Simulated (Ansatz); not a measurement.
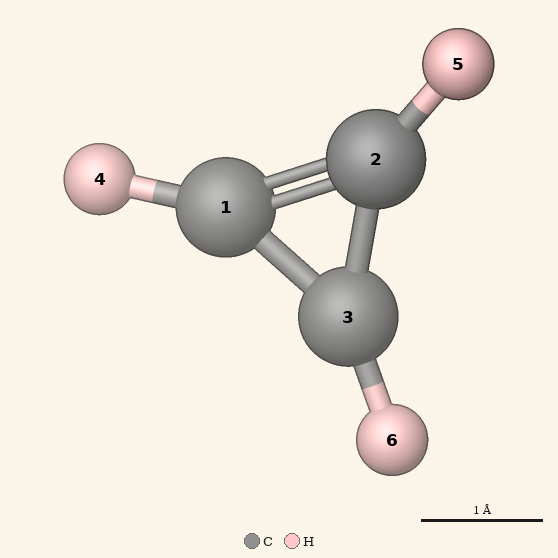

Source: calculation with Ansatz.

Orthographic view. Atoms fade into the background with distance from the viewer. The species has charge +1 and is a spin singlet. Geometry: a fixed input geometry, not necessarily a minimum.

Write a MOL file (V2000) with the atoms in numerical order, bonds sorted by atom number with the orders drawn, and coordinates in the frame of the picture: x right, y up, z towards the viewer, origin at the mean position.

```
C3H3
                    3D

  6  6  0  0  0  0  0  0  0  0999 V2000
   -0.7500    0.1700   -0.1500 C   0  0  0  0  0  0  0  0  0  0  0  0
    0.4900    0.5700    0.2300 C   0  0  0  0  0  0  0  0  0  0  0  0
    0.2600   -0.7400   -0.0800 C   0  0  0  0  0  0  0  0  0  0  0  0
   -1.8000    0.4000   -0.3600 H   0  0  0  0  0  0  0  0  0  0  0  0
    1.1800    1.3600    0.5600 H   0  0  0  0  0  0  0  0  0  0  0  0
    0.6300   -1.7600   -0.2000 H   0  0  0  0  0  0  0  0  0  0  0  0
  1  2  2  0
  1  3  1  0
  1  4  1  0
  2  3  1  0
  2  5  1  0
  3  6  1  0
M  CHG  1   3   1
M  END
```
